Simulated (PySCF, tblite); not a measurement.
# C₆H₇F₃Si: infrared bands, NMR shifts and electronic excitations in gas and solvents, part 2 of 2

tblite 0.8.0 and PySCF 2.14.0. Atoms count from 0. Earlier steps stand in the parts before.

### Step 6. Excited states and response: PBE0/def2-SVPD

Job settings and geometry (Å):

```
{"job": {"kind": "uv", "xc": "PBE0", "basis": "def2-SVPD", "ip": true, "dynamic": false}, "charge": 0, "multiplicity": 1}
F      2.247047     1.344495    -0.711963
C      2.408336     0.055006    -0.371713
F      3.655364    -0.077786     0.088361
F      2.310240    -0.663943    -1.490707
C      1.396888    -0.365975     0.664725
C     -0.018226    -0.199985     0.217699
C     -1.002788    -1.090980     0.467477
C     -2.365326    -0.749251     0.011115
C     -2.526651     0.434561    -0.617057
Si    -0.837801     1.238490    -0.693892
H      1.617401    -1.409702     0.937789
H      1.600944     0.254213     1.554664
H     -0.827444    -2.037673     0.993633
H     -3.184463    -1.454544     0.191259
H     -3.493200     0.767106    -1.000221
H     -0.735181     2.531574     0.047746
H     -0.336553     1.434093    -2.085517
```

Method: TDDFT PBE0/def2-SVPD, vertical, gas phase, core orbitals frozen in the response.

What it wrote:

```text
coarse grid: 15744 points
cycle   1  E = -820.4698223258  dE =  1.449e+00  |g| = 8.535e-01  |ddm| = 7.259e+00
cycle   2  E = -820.3549552976  dE =  1.149e-01  |g| = 1.207e+00  |ddm| = 2.540e+00
cycle   3  E = -820.6076181888  dE = -2.527e-01  |g| = 7.979e-02  |ddm| = 1.530e+00
cycle   4  E = -820.6082908622  dE = -6.727e-04  |g| = 5.710e-02  |ddm| = 2.283e-01
cycle   5  E = -820.6090854478  dE = -7.946e-04  |g| = 1.663e-02  |ddm| = 1.134e-01
cycle   6  E = -820.6091536908  dE = -6.824e-05  |g| = 3.140e-03  |ddm| = 3.270e-02
cycle   7  E = -820.6091562987  dE = -2.608e-06  |g| = 6.815e-04  |ddm| = 8.086e-03
final grid: 151592 points
cycle   8  E = -820.7186962586  dE = -3.938e-05  |g| = 8.109e-03  |ddm| = 1.521e-01
cycle   9  E = -820.7186861516  dE =  1.011e-05  |g| = 1.068e-02  |ddm| = 3.011e-02
cycle  10  E = -820.7187119236  dE = -2.577e-05  |g| = 1.050e-03  |ddm| = 1.717e-02
cycle  11  E = -820.7187121695  dE = -2.460e-07  |g| = 3.621e-04  |ddm| = 2.254e-03
cycle  12  E = -820.7187122026  dE = -3.310e-08  |g| = 1.107e-04  |ddm| = 7.643e-04
cycle  13  E = -820.7187122052  dE = -2.602e-09  |g| = 2.464e-05  |ddm| = 1.981e-04
cycle  14  E = -820.7187122054  dE = -1.467e-10  |g| = 7.287e-06  |ddm| = 7.751e-05
converged SCF energy = -820.7187122054

Static polarisability (au): isotropic 96.685, principal 71.885 103.469 114.703

Singlet excitations
state   eV       nm        f      main configurations
  1   4.3187    287.1   0.08879   H->L 0.98
  2   5.5720    222.5   0.00034   H-1->L 0.89, H-2->L 0.10
  3   5.9449    208.6   0.00492   H-3->L 0.97
  4   6.3024    196.7   0.05077   H-2->L 0.64, H->L+4 0.22
  5   6.3409    195.5   0.00650   H->L+1 0.89
  6   6.5000    190.7   0.00307   H->L+2 0.94
  7   6.9085    179.5   0.00324   H->L+3 0.84
  8   7.1301    173.9   0.00786   H->L+5 0.80
  9   7.2494    171.0   0.13504   H-4->L 0.38, H->L+4 0.36, H-2->L 0.12
 10   7.4082    167.4   0.00675   H-5->L 0.89

Triplet excitations (Tamm-Dancoff, eV): 2.5835 4.6550 5.1280 5.3712
Vertical ionisation energy (delta-SCF) = 8.7385 eV
Vertical electron affinity (delta-SCF) = 0.0776 eV
```

Wall time 4.3 min (1 thread of AMD EPYC 7R43, shared host); peak memory 1.1 GiB.

The orbitals next to the gap, with their largest atomic shares:

```csv
orbital,eV,atoms
HOMO−3,-9.17,"Si9 25 %, C8 14 %, C7 11 %"
HOMO−2,-9.10,"Si9 22 %, C6 14 %, C7 14 %"
HOMO−1,-8.98,"C5 21 %, Si9 21 %, C8 20 %"
HOMO,-6.93,"C8 26 %, C5 24 %, C7 17 %"
LUMO,-1.79,"C5 19 %, C8 18 %, C7 18 %"
LUMO+1,0.53,"Si9 22 %, C6 10 %, C4 9 %"
LUMO+2,0.75,"Si9 32 %, H15 13 %, H16 10 %"
```

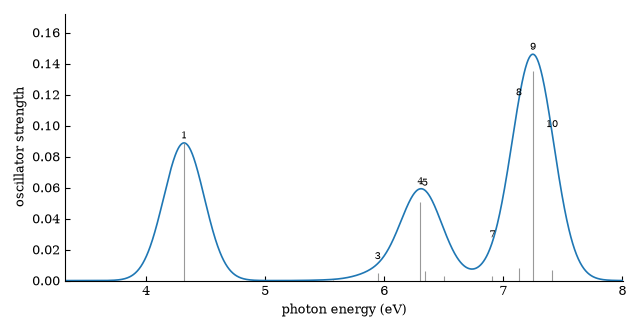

Absorption spectrum from the 10 singlet states computed; above the last one it falls off for lack of states. Lines are broadened to a width of 0.40 eV (Gaussian).

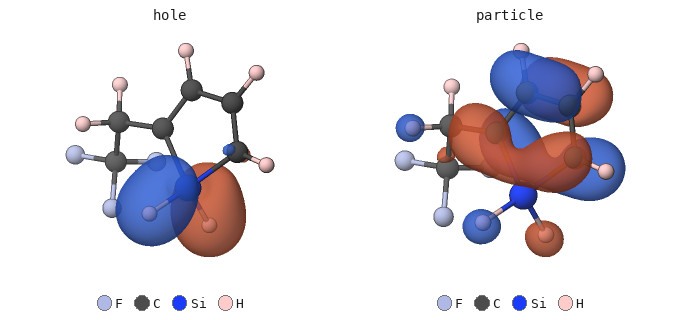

Leading natural transition orbitals of singlet state 9: the electron leaves the hole (left) for the particle orbital (right).

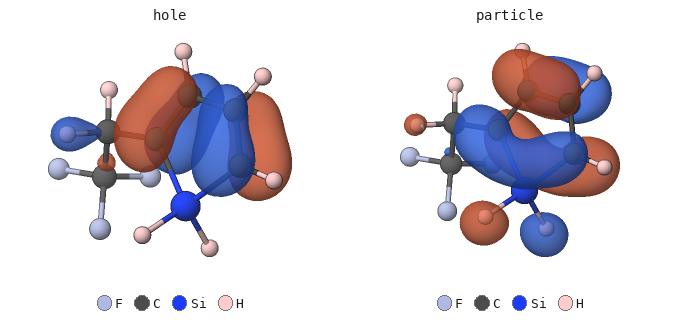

Leading natural transition orbitals of singlet state 1: the electron leaves the hole (left) for the particle orbital (right).

Ground-state properties from the same run:

```csv
property,computed
dipole moment (D),2.54
polarisability (Å³),14.33
HOMO–LUMO gap (eV),5.15
−ε(HOMO) (eV),6.93
```

### Step 7. Nuclear shieldings: PBE/pcSseg-1

Settings changed since step 6:

```diff
@@ -1,2 +1,2 @@
-{"job": {"kind": "uv", "xc": "PBE0", "basis": "def2-SVPD", "ip": true, "dynamic": false}, "charge": 0, "multiplicity": 1}
+{"job": {"kind": "nmr", "xc": "PBE", "basis": "pcSseg-1", "pop": false}, "charge": 0, "multiplicity": 1}
 F      2.247047     1.344495    -0.711963
```

With the program's defaults for keys left out, this is: GIAO PBE/pcSseg-1 NMR shielding, non-relativistic, gas phase.

What it wrote:

```text
coarse grid: 15744 points
cycle   1  E = -820.7862812396  dE =  1.297e+00  |g| = 9.744e-01  |ddm| = 3.917e+00
cycle   2  E = -820.4042378010  dE =  3.820e-01  |g| = 1.774e+00  |ddm| = 1.799e+00
cycle   3  E = -820.9571662112  dE = -5.529e-01  |g| = 1.764e-01  |ddm| = 1.248e+00
cycle   4  E = -820.9602278892  dE = -3.062e-03  |g| = 1.380e-01  |ddm| = 2.840e-01
cycle   5  E = -820.9651898602  dE = -4.962e-03  |g| = 4.289e-02  |ddm| = 1.542e-01
cycle   6  E = -820.9656321884  dE = -4.423e-04  |g| = 8.583e-03  |ddm| = 3.879e-02
cycle   7  E = -820.9656521156  dE = -1.993e-05  |g| = 2.626e-03  |ddm| = 1.188e-02
cycle   8  E = -820.9656532118  dE = -1.096e-06  |g| = 1.020e-03  |ddm| = 2.565e-03
final grid: 151592 points
cycle   9  E = -821.0719167800  dE = -5.103e-05  |g| = 1.465e-02  |ddm| = 4.082e-02
cycle  10  E = -821.0718031616  dE =  1.136e-04  |g| = 2.677e-02  |ddm| = 3.542e-02
cycle  11  E = -821.0719610986  dE = -1.579e-04  |g| = 4.527e-03  |ddm| = 2.527e-02
cycle  12  E = -821.0719665146  dE = -5.416e-06  |g| = 1.210e-03  |ddm| = 4.989e-03
cycle  13  E = -821.0719668648  dE = -3.502e-07  |g| = 3.406e-04  |ddm| = 1.210e-03
cycle  14  E = -821.0719668858  dE = -2.098e-08  |g| = 1.493e-04  |ddm| = 3.917e-04
cycle  15  E = -821.0719668913  dE = -5.529e-09  |g| = 3.563e-05  |ddm| = 1.499e-04
cycle  16  E = -821.0719668917  dE = -3.317e-10  |g| = 1.181e-05  |ddm| = 5.129e-05
converged SCF energy = -821.0719668917

GIAO shielding tensors (ppm)
atom      isotropic    diamagn.    paramagn.     s11        s22        s33       span
  0 F      243.650     477.076    -233.425    157.122    245.196    328.633    171.511
  1 C       43.246     246.963    -203.717     41.538     42.649     45.551      4.012
  2 F      240.703     468.355    -227.651    157.703    239.973    324.434    166.731
  3 F      241.592     475.767    -234.176    160.122    249.761    314.892    154.770
  4 C      136.054     247.906    -111.851    118.059    135.434    154.670     36.611
  5 C       39.627     262.526    -222.899    -58.799     21.622    156.058    214.857
  6 C       27.688     252.249    -224.561    -75.971     40.070    118.964    194.934
  7 C       25.048     253.384    -228.336    -86.217     29.921    131.440    217.657
  8 C       46.557     261.987    -215.429    -59.572     36.658    162.586    222.158
  9 Si     378.678     883.321    -504.644    301.396    387.271    447.366    145.970
 10 H       28.229      29.990      -1.761     24.282     28.621     31.785      7.503
 11 H       28.080      29.248      -1.168     24.752     27.486     32.001      7.249
 12 H       24.325      32.579      -8.254     21.228     23.528     28.218      6.990
 13 H       24.058      29.519      -5.461     22.346     22.974     26.855      4.509
 14 H       24.897      29.479      -4.582     23.899     24.929     25.864      1.965
 15 H       26.466      28.949      -2.484     22.894     25.331     31.172      8.279
 16 H       26.350      29.147      -2.797     22.396     26.388     30.267      7.871
```

It took 90 s on 1 thread of AMD EPYC 7R43, shared host; peak memory 0.79 GiB.

In short: δ C7 155.0, C6 152.3, C5 140.4, C1 136.8, H13 7.14, H12 6.87 ppm.

### Step 8. Shielding tensors: PBE0/pcSseg-1 in benzene

Settings changed since step 7:

```diff
@@ -1,2 +1,2 @@
-{"job": {"kind": "nmr", "xc": "PBE", "basis": "pcSseg-1", "pop": false}, "charge": 0, "multiplicity": 1}
+{"job": {"kind": "nmr", "xc": "PBE0", "basis": "pcSseg-1", "solvent": "benzene", "pop": true}, "charge": 0, "multiplicity": 1}
 F      2.247047     1.344495    -0.711963
```

Level: GIAO PBE0/pcSseg-1 NMR shielding, non-relativistic, IEF-PCM benzene.

What it wrote:

```text
coarse grid: 15744 points
cycle   1  E = -820.8919857333  dE =  1.518e+00  |g| = 8.991e-01  |ddm| = 3.836e+00
cycle   2  E = -820.7742924954  dE =  1.177e-01  |g| = 1.275e+00  |ddm| = 1.202e+00
cycle   3  E = -821.0362674190  dE = -2.620e-01  |g| = 7.686e-02  |ddm| = 7.122e-01
cycle   4  E = -821.0369074473  dE = -6.400e-04  |g| = 5.453e-02  |ddm| = 1.068e-01
cycle   5  E = -821.0375966407  dE = -6.892e-04  |g| = 1.582e-02  |ddm| = 5.511e-02
cycle   6  E = -821.0376563514  dE = -5.971e-05  |g| = 3.138e-03  |ddm| = 1.460e-02
cycle   7  E = -821.0376588539  dE = -2.503e-06  |g| = 4.952e-04  |ddm| = 3.466e-03
final grid: 151592 points
cycle   8  E = -821.1161077109  dE = -4.761e-05  |g| = 7.697e-03  |ddm| = 2.906e-02
cycle   9  E = -821.1161013464  dE =  6.364e-06  |g| = 9.746e-03  |ddm| = 1.461e-02
cycle  10  E = -821.1161218570  dE = -2.051e-05  |g| = 9.344e-04  |ddm| = 7.886e-03
cycle  11  E = -821.1161220061  dE = -1.491e-07  |g| = 3.767e-04  |ddm| = 9.541e-04
cycle  12  E = -821.1161220387  dE = -3.262e-08  |g| = 1.260e-04  |ddm| = 3.845e-04
cycle  13  E = -821.1161220422  dE = -3.478e-09  |g| = 2.836e-05  |ddm| = 1.152e-04
cycle  14  E = -821.1161220424  dE = -1.678e-10  |g| = 7.974e-06  |ddm| = 2.941e-05
converged SCF energy = -821.1161220424

GIAO shielding tensors (ppm)
atom      isotropic    diamagn.    paramagn.     s11        s22        s33       span
  0 F      260.597     476.680    -216.083    172.105    264.570    345.115    173.011
  1 C       52.507     246.581    -194.074     48.690     52.098     56.734      8.043
  2 F      258.734     468.366    -209.631    173.533    259.645    343.025    169.492
  3 F      260.088     475.419    -215.330    175.887    269.066    335.312    159.425
  4 C      143.005     246.580    -103.576    125.662    142.588    160.765     35.103
  5 C       43.186     263.557    -220.371    -64.047     29.637    163.967    228.014
  6 C       29.128     252.917    -223.789    -83.489     44.105    126.768    210.257
  7 C       26.615     254.530    -227.915    -94.036     35.361    138.519    232.556
  8 C       48.729     263.271    -214.542    -65.083     42.067    169.204    234.287
  9 Si     392.401     881.925    -489.525    317.528    400.915    458.759    141.231
 10 H       28.138      29.502      -1.364     23.825     28.348     32.241      8.416
 11 H       28.113      28.777      -0.664     24.540     27.321     32.478      7.938
 12 H       24.232      32.322      -8.090     21.006     23.116     28.575      7.569
 13 H       24.011      29.410      -5.399     22.138     22.744     27.150      5.011
 14 H       24.783      29.384      -4.601     23.939     24.618     25.791      1.852
 15 H       26.631      28.778      -2.147     22.980     25.426     31.486      8.506
 16 H       26.550      29.008      -2.458     22.531     26.528     30.591      8.061
```

Wall time 63 s (1 thread of AMD EPYC 7R43, shared host); peak memory 1.1 GiB.

This run: δ C7 158.3, C6 155.8, C5 141.7, C8 136.1, H13 7.24, H12 7.02 ppm.

### Step 9. Nuclear shieldings: PBE0/pcSseg-1 in cyclohexane

Settings changed since step 8:

```diff
@@ -1,2 +1,2 @@
-{"job": {"kind": "nmr", "xc": "PBE0", "basis": "pcSseg-1", "solvent": "benzene", "pop": true}, "charge": 0, "multiplicity": 1}
+{"job": {"kind": "nmr", "xc": "PBE0", "basis": "pcSseg-1", "solvent": "cyclohexane", "pop": false}, "charge": 0, "multiplicity": 1}
 F      2.247047     1.344495    -0.711963
```

Method: GIAO PBE0/pcSseg-1 NMR shielding, non-relativistic, IEF-PCM cyclohexane.

What it wrote:

```text
coarse grid: 15744 points
cycle   1  E = -820.8914576549  dE =  1.518e+00  |g| = 8.996e-01  |ddm| = 3.836e+00
cycle   2  E = -820.7730038760  dE =  1.185e-01  |g| = 1.277e+00  |ddm| = 1.206e+00
cycle   3  E = -821.0359270684  dE = -2.629e-01  |g| = 7.743e-02  |ddm| = 7.157e-01
cycle   4  E = -821.0365694165  dE = -6.423e-04  |g| = 5.523e-02  |ddm| = 1.081e-01
cycle   5  E = -821.0372782583  dE = -7.088e-04  |g| = 1.601e-02  |ddm| = 5.604e-02
cycle   6  E = -821.0373393789  dE = -6.112e-05  |g| = 3.160e-03  |ddm| = 1.478e-02
cycle   7  E = -821.0373419209  dE = -2.542e-06  |g| = 5.150e-04  |ddm| = 3.549e-03
final grid: 151592 points
cycle   8  E = -821.1157928815  dE = -4.754e-05  |g| = 7.717e-03  |ddm| = 2.904e-02
cycle   9  E = -821.1157863198  dE =  6.562e-06  |g| = 9.797e-03  |ddm| = 1.473e-02
cycle  10  E = -821.1158071011  dE = -2.078e-05  |g| = 9.476e-04  |ddm| = 7.995e-03
cycle  11  E = -821.1158072561  dE = -1.550e-07  |g| = 3.844e-04  |ddm| = 9.797e-04
cycle  12  E = -821.1158072905  dE = -3.438e-08  |g| = 1.265e-04  |ddm| = 3.914e-04
cycle  13  E = -821.1158072940  dE = -3.467e-09  |g| = 2.830e-05  |ddm| = 1.148e-04
cycle  14  E = -821.1158072941  dE = -1.667e-10  |g| = 7.968e-06  |ddm| = 2.979e-05
converged SCF energy = -821.1158072941

GIAO shielding tensors (ppm)
atom      isotropic    diamagn.    paramagn.     s11        s22        s33       span
  0 F      260.485     476.661    -216.176    172.039    264.375    345.040    173.001
  1 C       52.554     246.537    -193.983     48.815     52.202     56.645      7.831
  2 F      258.583     468.357    -209.774    173.407    259.424    342.917    169.509
  3 F      259.900     475.396    -215.496    175.716    268.838    335.147    159.431
  4 C      142.954     246.583    -103.629    125.617    142.525    160.719     35.102
  5 C       43.190     263.548    -220.358    -64.080     29.664    163.986    228.066
  6 C       29.211     252.948    -223.738    -83.380     44.337    126.674    210.054
  7 C       26.735     254.521    -227.786    -93.862     35.593    138.475    232.336
  8 C       48.671     263.259    -214.589    -65.188     42.018    169.182    234.370
  9 Si     392.378     881.925    -489.548    317.660    400.818    458.655    140.995
 10 H       28.158      29.529      -1.371     23.855     28.373     32.247      8.392
 11 H       28.128      28.804      -0.676     24.560     27.341     32.483      7.923
 12 H       24.249      32.340      -8.092     21.018     23.142     28.585      7.567
 13 H       24.024      29.414      -5.389     22.153     22.759     27.161      5.007
 14 H       24.790      29.385      -4.595     23.939     24.630     25.802      1.863
 15 H       26.630      28.774      -2.144     22.980     25.426     31.486      8.506
 16 H       26.546      28.998      -2.453     22.524     26.522     30.590      8.066
```

Run time: 55 s. Hardware: 1 thread of AMD EPYC 7R43, shared host; peak memory 1.1 GiB.

Key values: δ C7 158.1, C6 155.6, C5 141.6, C8 136.1, H13 7.23, H12 7.01 ppm.

### Step 10. TDDFT and polarisability: PBE0/def2-SVPD in benzene

Settings changed since step 9:

```diff
@@ -1,2 +1,2 @@
-{"job": {"kind": "nmr", "xc": "PBE0", "basis": "pcSseg-1", "solvent": "cyclohexane", "pop": false}, "charge": 0, "multiplicity": 1}
+{"job": {"kind": "uv", "xc": "PBE0", "basis": "def2-SVPD", "solvent": "benzene", "nstates": 6, "ntriplets": 0}, "charge": 0, "multiplicity": 1}
 F      2.247047     1.344495    -0.711963
```

Level: TDDFT PBE0/def2-SVPD, vertical, IEF-PCM benzene (non-equilibrium linear response), core orbitals frozen in the response.

What it wrote:

```text
coarse grid: 15744 points
cycle   1  E = -820.4740356636  dE =  1.445e+00  |g| = 8.490e-01  |ddm| = 7.263e+00
cycle   2  E = -820.3655028528  dE =  1.085e-01  |g| = 1.189e+00  |ddm| = 2.530e+00
cycle   3  E = -820.6103657770  dE = -2.449e-01  |g| = 7.473e-02  |ddm| = 1.492e+00
cycle   4  E = -820.6109991035  dE = -6.333e-04  |g| = 5.108e-02  |ddm| = 2.064e-01
cycle   5  E = -820.6116196379  dE = -6.205e-04  |g| = 1.519e-02  |ddm| = 1.011e-01
cycle   6  E = -820.6116765307  dE = -5.689e-05  |g| = 2.918e-03  |ddm| = 3.045e-02
cycle   7  E = -820.6116787571  dE = -2.226e-06  |g| = 5.139e-04  |ddm| = 7.026e-03
final grid: 151592 points
cycle   8  E = -820.7212027094  dE = -4.011e-05  |g| = 7.925e-03  |ddm| = 1.521e-01
cycle   9  E = -820.7211948007  dE =  7.909e-06  |g| = 1.017e-02  |ddm| = 2.862e-02
cycle  10  E = -820.7212176673  dE = -2.287e-05  |g| = 8.759e-04  |ddm| = 1.526e-02
cycle  11  E = -820.7212178215  dE = -1.542e-07  |g| = 3.045e-04  |ddm| = 1.690e-03
cycle  12  E = -820.7212178436  dE = -2.206e-08  |g| = 1.140e-04  |ddm| = 6.660e-04
cycle  13  E = -820.7212178467  dE = -3.050e-09  |g| = 2.389e-05  |ddm| = 2.092e-04
cycle  14  E = -820.7212178468  dE = -1.287e-10  |g| = 8.284e-06  |ddm| = 6.869e-05
converged SCF energy = -820.7212178468

Static polarisability (au): isotropic 110.866, principal 81.892 120.541 130.164

Singlet excitations
state   eV       nm        f      main configurations
  1   4.2570    291.2   0.11474   H->L 0.98
  2   5.5521    223.3   0.00047   H-1->L 0.93
  3   5.9177    209.5   0.00748   H-3->L 0.97
  4   6.2822    197.4   0.08600   H-2->L 0.69, H->L+4 0.19
  5   6.3132    196.4   0.01242   H->L+1 0.85
  6   6.4773    191.4   0.00448   H->L+2 0.94
```

It took 83 s on 1 thread of AMD EPYC 7R43, shared host; peak memory 1.2 GiB.

This run: HOMO -6.84 eV, LUMO -1.69 eV; lowest singlet 4.26 eV.

### Step 11. Side by side: NMR shifts

Shifts (ppm) of some atoms, chosen among heavy atoms and hydrogens apart, means over like atoms, with basis size and wall time:

```csv
run,C7,C6,C1,H12,H14,F0,Si9,functions,time
PBE0/pcSseg-1,156.9,154.6,131.5,6.91,6.42,-81.3,-40.2,212,67 s
PBE/pcSseg-1,155.0,152.3,136.8,6.87,6.30,-97.2,-44.1,212,90 s
PBE0/pcSseg-1 in benzene,158.3,155.8,132.4,7.02,6.47,-81.1,-40.5,212,63 s
PBE0/pcSseg-1 in cyclohexane,158.1,155.6,132.3,7.01,6.47,-81.1,-40.4,212,55 s
```

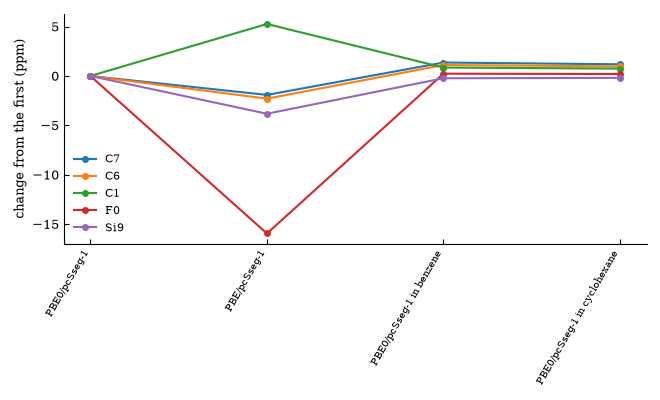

How five of the tabulated atoms move from run to run.

The continuum's effect on the ground state:

```csv
solvent,ε,polarisation energy (Eh),μ (D)
cyclohexane,2.02,-0.0023,2.58
benzene,2.27,-0.0027,2.61
```

### Step 12. Side by side: electronic excitations

Excitations and ground-state properties, with basis size and wall time:

```csv
run,lowest singlet (eV),brightest (eV),f,gap (eV),α (Å³),μ (D),functions,time
PBE0/def2-SVPD,4.32,7.25,0.135,5.15,14.33,2.54,269,4.3 min
PBE0/def2-SVPD in benzene,4.26,4.26,0.115,5.15,16.43,2.84,269,83 s
```

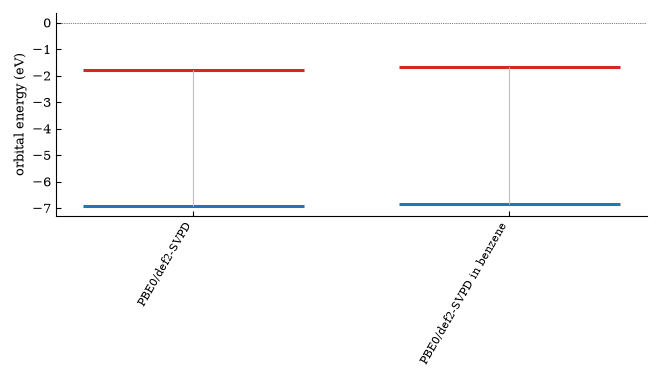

HOMO (blue) and LUMO (red) run by run.

### Step 13. What came out

This closing draws on all 2 parts.

```
                                                                 quantity                                        value
                                strongest single infrared mode (GFN2-xTB)                        2262 cm⁻¹, 299 km/mol
                                             zero-point energy (GFN2-xTB)                                69.7 kcal/mol
                                                              point group                                           C1
                                     rotational constants (main isotopes)                         2.57, 0.68, 0.61 GHz
                                   13C shifts against TMS (PBE0/pcSseg-1)  156.9, 154.6, 141.3, 136.1, 131.5, 41.8 ppm
   1H shifts against TMS (PBE0/pcSseg-1, means over atoms taken as alike)             7.15, 6.91, 6.42, 4.69, 3.00 ppm
19F shifts against CFCl3 (PBE0/pcSseg-1, means over atoms taken as alike)                                    -81.3 ppm
                                  29Si shifts against TMS (PBE0/pcSseg-1)                                    -40.2 ppm
                                    surface potential, 1st and 99th percentile                           -0.62 V and 1.11 V
                                          lowest singlet (PBE0/def2-SVPD)                  4.32 eV (287 nm), f = 0.089
                                 brightest single state of those computed                  state 9, 7.25 eV, f = 0.135
                                                           lowest triplet                                      2.58 eV
                                        vertical ionisation energy (ΔSCF)                                      8.74 eV
                                        vertical electron affinity (ΔSCF)                                      0.08 eV
                            range of the shift of C7 (PBE0/pcSseg-1 runs)                           156.9 to 158.3 ppm
                                              range of the lowest singlet                              4.26 to 4.32 eV
```

**Reading.** The optimisation took 60 steps and gained 0.157 eV; among the close pairs (by a distance rule), C1–F2 changed most, from 1.372 to 1.345 Å (GFN2-xTB). The lowest mode is slightly imaginary (12i cm⁻¹), a soft motion within the noise of the Hessian, so the minimum is not strictly shown. The strongest single mode, at 2262 cm⁻¹, moves mainly H15. GFN2-xTB is a fitted tight-binding method: band positions and strengths are rough. Its intensities can rank the bands wrongly. Relaxing lowered the energy by 0.213 eV in 13 steps; the close pair that moved most is C6–H12, from 1.060 to 1.097 Å (PBE0/def2-SVP). At PBE0/pcSseg-1, counted by nearest atom on the grid, the HOMO lies on C5, C8 about 28 % each; C6, C7 about 14 % each, the LUMO on C5, C8 about 20 % each; C6, C7 about 14 % each. The first singlet state (HOMO→LUMO 0.98) lies at 4.32 eV and is bright; of the 10 states computed, the strongest absorption comes from state 9 at 7.25 eV. The lowest triplet lies 1.74 eV below the lowest singlet (triplets in Tamm-Dancoff, singlets in full TDDFT). The orbital energy would give 6.93 eV for ionisation, ΔSCF gives 8.74 eV. At one level, PBE0/pcSseg-1: Across the 3 runs the shift of C7 moves most, between 156.9 (PBE0/pcSseg-1) and 158.3 ppm (PBE0/pcSseg-1 in benzene). Part of that comes from the computed reference. The continuum holds electrostatics alone: no hydrogen bonds to the solvent, and the gas-phase geometry is kept. The lowest singlet runs from 4.26 eV (PBE0/def2-SVPD in benzene) to 4.32 eV (PBE0/def2-SVPD), while the orbital gap is 5.15 eV. The lowest state need not be the same one in every run. The runs solved for a few states only, so the brightest column depends on that window.
